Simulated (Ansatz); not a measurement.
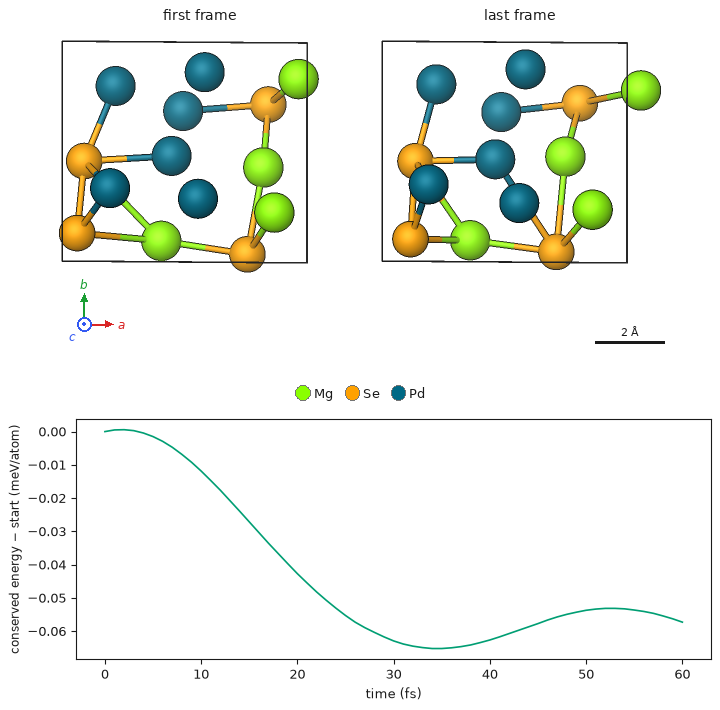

Molecular dynamics of an amorphous cell of composition Mg₂Pd₃Se₂ (14 atoms in the cell), 60 fs long. A ball-and-stick model of the simulation cell, seen along the c axis. Bonds to atoms that aren't drawn are left out.

Computed with Ansatz, DFT, PAW plane waves, PBE. Set-up: plane-wave cutoff 420 eV; k-point mesh 2 × 3 × 3; Fermi-Dirac smearing 0.05 eV; Nosé-Hoover thermostat (NVT); set temperature 100 K; time step 1 fs.

### Is this trajectory numerically sound?

The conserved quantity stays between −0.065 and 0.00057 meV per atom of its start. A straight-line fit has a slope that amounts to −0.061 meV per atom over 60 fs (under 0.1 % of the mean kinetic energy), and the ripple about it is under 0.1 % of the kinetic energy's fluctuation. With a drift under 2 % and a ripple under 7 %, the integration is accurate. Over the second half the temperature averages 1169 K (spread ±76 K). That is above the set 100 K, because the structure releases potential energy faster than the thermostat removes it. The potential energy is still drifting at the end, so the run hasn't reached equilibrium. The potential energy in the second half lies on average 220 meV per atom below the first frame. The first frame is far from relaxed (forces up to 4.2 eV/Å), so much of the motion is the structure settling.

Limits of the set-up: the periodic images lie only 5.2 Å apart, so the values are limited by the cell's size.
